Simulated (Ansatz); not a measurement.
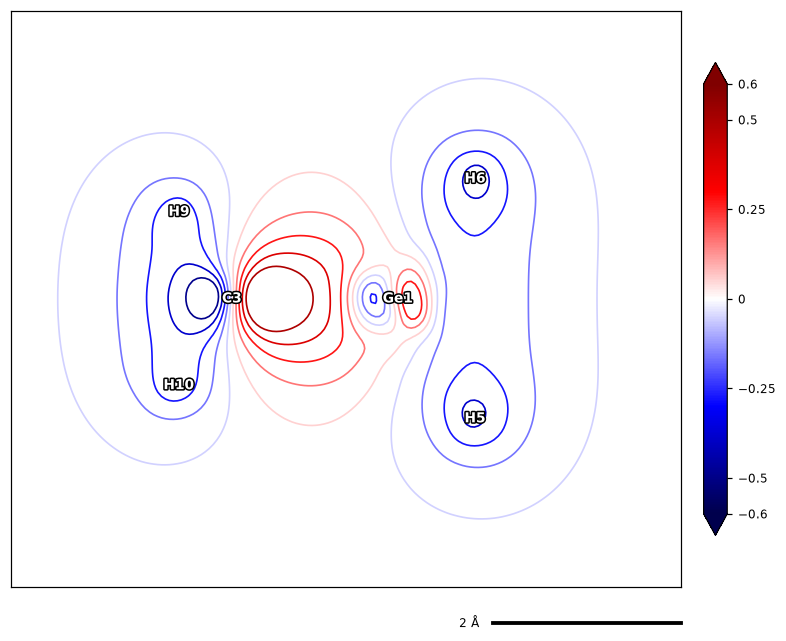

The picture shows: CH₄Ge···NH₃. The HOMO−1 on the plane of atoms H9, C3 and H10 (values in Å⁻³ᐟ²; the overall sign is arbitrary).

The product side of a reaction path; geometry: PBE0-D4/def2-TZVP.

Computed with RKS PBE0-D4/def2-TZVPP in Ansatz 0.2.0.

```xyz
10

Ge   -0.8645    0.1241    0.4949
N     1.5922   -0.1543    0.4010
C    -1.5458    0.1068   -1.1481
H     1.7044   -0.2273   -0.6042
H    -0.6314    1.4308    1.2608
H    -0.9121   -1.1085    1.4042
H     1.9605   -0.9980    0.8258
H     2.1400    0.6340    0.7271
H    -1.8241   -0.8219   -1.6285
H    -1.6192    1.0142   -1.7329
```

Where does this orbital lie, and at what energy?

Its weight (Hirshfeld) is mainly on C3 (about 30 %), Ge1 (about 30 %), H5 (about 10 %) and H6 (about 10 %). Its energy is −8.89 eV.
